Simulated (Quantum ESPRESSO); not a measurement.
## InP (F-43m): a mode Grüneisen parameter, worked out

By how much does an optical zone-centre mode of InP (F-43m) shift under hydrostatic pressure?

Program: Quantum ESPRESSO 7.5. Level of theory: DFT PBE, scalar-relativistic, plane waves, PseudoDojo norm-conserving pseudopotentials. Results are calculated unless marked as measured.

The database entry behind the starting cell differs from later determinations by our own check (0.1 to 0.3 % short, probably kX units), so it need not match the best structure at ambient conditions.

### Step 1. The relaxed structure

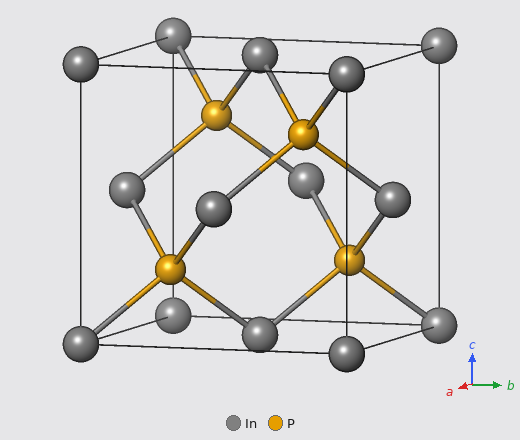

Start, viewed slightly off an axis; indium grey, phosphorus orange. This picture shows the conventional cell, with its axes. Bonds to atoms that aren't drawn are left out. Some periodic images of atoms are drawn too.

This is the cell after its relaxation at this level of theory, not the database cell from which that began.

### Step 2. Runs at several volumes

The relaxed cell is scaled uniformly; in this structure symmetry fixes all atoms, so nothing has to be relaxed anew. Each volume gets a ground state and a response at Γ. The mode followed is the highest one without the macroscopic field, of symmetry T2; longitudinal polar modes lie higher. Cutoff 77 Ry, k mesh 8×8×8.

From the response at V/V₀ = 0.94:

The log of the run:

```text
[banners, grids, parts of the stress and lines that vanish by symmetry left out]
Program PHONON v.7.5
     Reading xml data from directory:

[...]
Exchange-correlation= PBE
                           (   1   4   3   4   0   0   0)
[...]
kinetic-energy cut-off    =      77.0000  Ry
     charge density cut-off    =     308.0000  Ry
     convergence threshold     =      1.0E-18
[...]
Exchange-correlation= PBE
                           (   1   4   3   4   0   0   0)
[...]
q = (   0.0000000   0.0000000   0.0000000 )
     25 Sym.Ops. (with q -> -q+G )
     G cutoff =  949.9977  (  30731 G-vectors)     FFT grid: ( 45, 45, 45)
     number of k points=    29
[...]
Mode symmetry, T_d (-43m)  point group:
[...]
Dielectric constant
[...]
End of electric fields calculation
          Dielectric constant in cartesian axis
          (      13.813206493       0.000000000       0.000000000 )
          (      -0.000000000      13.813206493       0.000000000 )
          (       0.000000000       0.000000000      13.813206493 )
          Effective charges (d Force / dE) in cartesian axis without acoustic sum rule applied (asr)
           atom    1  In    Mean Z*:        2.53615
      Ex  (        2.53615        0.00000        0.00000 )
      Ey  (        0.00000        2.53615       -0.00000 )
      Ez  (        0.00000       -0.00000        2.53615 )
           atom    2  P     Mean Z*:       -2.64837
      Ex  (       -2.64837       -0.00000       -0.00000 )
      Ey  (        0.00000       -2.64837       -0.00000 )
      Ez  (        0.00000       -0.00000       -2.64837 )
          Effective charges Sum: Mean:       -0.11222
[...]
Effective charges (d Force / dE) in cartesian axis with asr applied:
           atom    1  In    Mean Z*:        2.59226
[...]
atom    2  P     Mean Z*:       -2.59226
[...]
Representation #   1 modes #   1   2   3
[...]
End of self-consistent calculation
     Convergence has been achieved
     Representation #   2 modes #   4   5   6
[...]
End of self-consistent calculation
     Convergence has been achieved
[...]
Dielectric constant in cartesian axis
          (      13.813206493       0.000000000       0.000000000 )
          (      -0.000000000      13.813206493       0.000000000 )
          (       0.000000000       0.000000000      13.813206493 )
          Effective charges (d Force / dE) in cartesian axis without acoustic sum rule applied (asr)
           atom    1  In    Mean Z*:        2.53615
      Ex  (        2.53615        0.00000        0.00000 )
      Ey  (        0.00000        2.53615       -0.00000 )
      Ez  (        0.00000       -0.00000        2.53615 )
           atom    2  P     Mean Z*:       -2.64837
      Ex  (       -2.64837       -0.00000       -0.00000 )
      Ey  (        0.00000       -2.64837       -0.00000 )
      Ez  (        0.00000       -0.00000       -2.64837 )
          Effective charges Sum: Mean:       -0.11222
[...]
Effective charges (d Force / dE) in cartesian axis with asr applied:
           atom    1  In    Mean Z*:        2.59226
[...]
atom    2  P     Mean Z*:       -2.59226
[...]
q = (    0.000000000   0.000000000   0.000000000 )
[...]
freq (    1) =      -0.047248 [THz] =      -1.576011 [cm-1]
     freq (    2) =      -0.047248 [THz] =      -1.576011 [cm-1]
     freq (    3) =      -0.047248 [THz] =      -1.576011 [cm-1]
     freq (    4) =       9.252714 [THz] =     308.637323 [cm-1]
     freq (    5) =       9.252714 [THz] =     308.637323 [cm-1]
     freq (    6) =       9.252714 [THz] =     308.637323 [cm-1]
[...]
Mode symmetry, T_d (-43m)  point group:
     freq (   1-   3) =         -1.6  [cm-1]   --> T_2  G_15 P_4   I+R
     freq (   4-   6) =        308.6  [cm-1]   --> T_2  G_15 P_4   I+R

   JOB DONE.
```

One volume, V/V₀ = 0.97, is held back as a test.

| V/V₀ | volume (Å³/atom) | pressure (GPa) | ω (cm⁻¹) |
| --- | --- | --- | --- |
| 0.94 | 24.889 | 4.25 | 308.64 |
| 0.97 | 25.684 | 1.94 | held back |
| 1 | 26.478 | -0.01 | 284.65 |
| 1.03 | 27.272 | -1.65 | 273.64 |
| 1.06 | 28.067 | -3.03 | 263.17 |

### Step 3. The fit

The mode Grüneisen parameter is γ = −d ln ω / d ln V.

| ln(V/V₀) | ln ω |
| --- | --- |
| -0.0619 | 5.7322 |
| 0.0000 | 5.6513 |
| 0.0296 | 5.6118 |
| 0.0583 | 5.5728 |

A straight line through these points has the slope -1.325, so γ = 1.32; at V/V₀ = 0.97 it predicts ω = exp(5.6506 + 0.0404) = 296.18 cm⁻¹.

A parabola of pressure against ln V through V/V₀ = 0.97, 1 and 1.03 gives the bulk modulus B = −dP/d ln V = 60 GPa at V₀. With ω₀ from the fitted line the pressure coefficient follows as dω/dP = γ ω₀ / B = 1.32 × 284.5 / 60 = 6.32 cm⁻¹/GPa.

### Step 4. The run that was held back

The log of the run:

```text
[banners, grids, parts of the stress and lines that vanish by symmetry left out]
[banner, memory and clock lines left out]
Program PHONON v.7.5

[...]
Exchange-correlation= PBE
                           (   1   4   3   4   0   0   0)
[...]
kinetic-energy cut-off    =      77.0000  Ry
     charge density cut-off    =     308.0000  Ry
     convergence threshold     =      1.0E-18
[...]
Exchange-correlation= PBE
                           (   1   4   3   4   0   0   0)
[...]
q = (   0.0000000   0.0000000   0.0000000 )
     25 Sym.Ops. (with q -> -q+G )
     G cutoff =  970.1044  (  31415 G-vectors)     FFT grid: ( 45, 45, 45)
     number of k points=    29
[...]
Mode symmetry, T_d (-43m)  point group:
[...]
Dielectric constant
[...]
End of electric fields calculation
          Dielectric constant in cartesian axis
          (      17.214757103       0.000000000      -0.000000000 )
          (       0.000000000      17.214757103      -0.000000000 )
          (      -0.000000000      -0.000000000      17.214757103 )
          Effective charges (d Force / dE) in cartesian axis without acoustic sum rule applied (asr)
           atom    1  In    Mean Z*:        2.59911
      Ex  (        2.59911        0.00000        0.00000 )
      Ey  (        0.00000        2.59911       -0.00000 )
      Ez  (        0.00000       -0.00000        2.59911 )
           atom    2  P     Mean Z*:       -2.72951
      Ex  (       -2.72951       -0.00000       -0.00000 )
      Ey  (       -0.00000       -2.72951        0.00000 )
      Ez  (       -0.00000        0.00000       -2.72951 )
[...]
Representation #   1 modes #   1   2   3
[...]
End of self-consistent calculation
     Convergence has been achieved
     Representation #   2 modes #   4   5   6
[...]
End of self-consistent calculation
     Convergence has been achieved
[...]
Dielectric constant in cartesian axis
          (      17.214757103       0.000000000      -0.000000000 )
          (       0.000000000      17.214757103      -0.000000000 )
          (      -0.000000000      -0.000000000      17.214757103 )
          Effective charges (d Force / dE) in cartesian axis without acoustic sum rule applied (asr)
           atom    1  In    Mean Z*:        2.59911
      Ex  (        2.59911        0.00000        0.00000 )
      Ey  (        0.00000        2.59911       -0.00000 )
      Ez  (        0.00000       -0.00000        2.59911 )
           atom    2  P     Mean Z*:       -2.72951
      Ex  (       -2.72951       -0.00000       -0.00000 )
      Ey  (       -0.00000       -2.72951        0.00000 )
      Ez  (       -0.00000        0.00000       -2.72951 )
          Effective charges Sum: Mean:       -0.13040
[...]
Effective charges (d Force / dE) in cartesian axis with asr applied:
           atom    1  In    Mean Z*:        2.66431
[...]
atom    2  P     Mean Z*:       -2.66431
[...]
q = (    0.000000000   0.000000000   0.000000000 )
[...]
freq (    1) =      -0.002956 [THz] =      -0.098616 [cm-1]
     freq (    2) =      -0.002956 [THz] =      -0.098616 [cm-1]
     freq (    3) =      -0.002956 [THz] =      -0.098616 [cm-1]
     freq (    4) =       8.882504 [THz] =     296.288432 [cm-1]
     freq (    5) =       8.882504 [THz] =     296.288432 [cm-1]
     freq (    6) =       8.882504 [THz] =     296.288432 [cm-1]
[...]
Mode symmetry, T_d (-43m)  point group:
     freq (   1-   3) =         -0.1  [cm-1]   --> T_2  G_15 P_4   I+R
     freq (   4-   6) =        296.3  [cm-1]   --> T_2  G_15 P_4   I+R
```

It gives 296.29 cm⁻¹ against the predicted 296.18 cm⁻¹, a miss of 0.1 cm⁻¹.

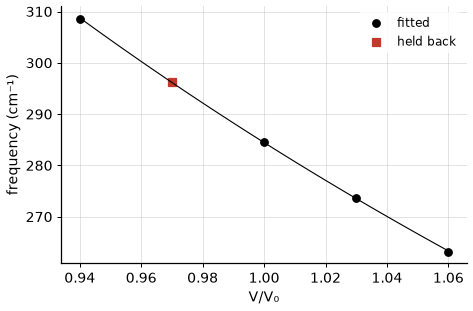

Frequency against volume, with the power-law fit.

### Step 5. Summary of results

```json
{
 "mode Grüneisen parameter": "1.325",
 "bulk modulus": "59.7 GPa",
 "pressure coefficient": "6.32 cm⁻¹/GPa"
}
```

**Reading.** The highest optical mode of InP (F-43m) without the LO-TO term stiffens by 6.32 cm⁻¹ a GPa near the relaxed volume, with γ = 1.32. The power law meets all 5 runs within 0.07 %; between neighbouring volumes γ runs from 1.30 to 1.36. Such a coefficient turns a measured shift of this mode into a hydrostatic stress; uniaxial or biaxial stress splits the mode and needs deformation potentials. These are harmonic values at zero temperature for the structure held cubic, which a run at Γ can't show to be stable; the bulk modulus rests on three points.

[Host names and launcher messages were left out of these logs when they were recorded.]

[Logs are printed without paths, hosts, clocks, repeated set-up lines and the standing remarks that a program may print on its own settings, such as how far it seeks lower states.]

[Hosts, paths, dates, database ids (printed as entryN), source tags and the programs' standing remarks are cut or masked in the printed files.]
